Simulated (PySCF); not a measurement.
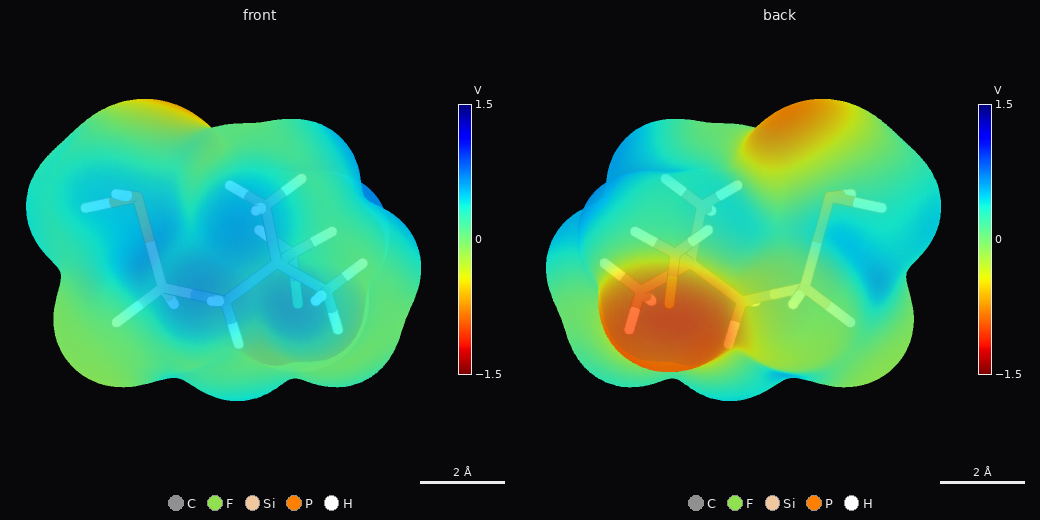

*C5H14FPSi (SMILES CC(C)(CF)C[SiH2]P). The electrostatic potential painted on the density surface at 0.001 e/bohr³, seen from the front and from behind; red is negative and blue positive.*

Geometry: GFN2-xTB.

These are results of PBE0/pcSseg-1, SCF density, gas phase, non-relativistic (PySCF), not measurements.

```yaml
atoms:
  - { symbol: C, position_ang: [-0.6630, 1.0390, 1.0900] }
  - { symbol: C, position_ang: [-0.8743, 0.1146, -0.1084] }
  - { symbol: C, position_ang: [-2.1962, 0.4675, -0.8010] }
  - { symbol: C, position_ang: [-0.9533, -1.3244, 0.4078] }
  - { symbol: F, position_ang: [-1.0199, -2.2217, -0.6317] }
  - { symbol: C, position_ang: [0.2731, 0.2603, -1.1181] }
  - { symbol: Si, position_ang: [1.9666, -0.5230, -0.7042] }
  - { symbol: P, position_ang: [2.6630, -0.1085, 1.3918] }
  - { symbol: H, position_ang: [0.2768, 0.8138, 1.5936] }
  - { symbol: H, position_ang: [-0.6397, 2.0766, 0.7647] }
  - { symbol: H, position_ang: [-1.4704, 0.9244, 1.8106] }
  - { symbol: H, position_ang: [-3.0200, 0.4519, -0.0901] }
  - { symbol: H, position_ang: [-2.4103, -0.2495, -1.5904] }
  - { symbol: H, position_ang: [-2.1408, 1.4600, -1.2416] }
  - { symbol: H, position_ang: [-1.8539, -1.4806, 1.0112] }
  - { symbol: H, position_ang: [-0.0651, -1.5853, 0.9939] }
  - { symbol: H, position_ang: [-0.0410, -0.2008, -2.0560] }
  - { symbol: H, position_ang: [0.4056, 1.3233, -1.3308] }
  - { symbol: H, position_ang: [1.9315, -1.9841, -0.8191] }
  - { symbol: H, position_ang: [2.9134, 0.0064, -1.6986] }
  - { symbol: H, position_ang: [2.9357, 1.2315, 1.1853] }
  - { symbol: H, position_ang: [3.9717, -0.4721, 1.1389] }
```

Question: Describe the electrostatic potential map.

Answer: The most negative region (about −1.0 V) lies over F5, the most positive (about +0.7 V) over the H and Si atoms.

Question: What dipole moment does the calculation give?

Answer: Its dipole moment is 1.75 D.
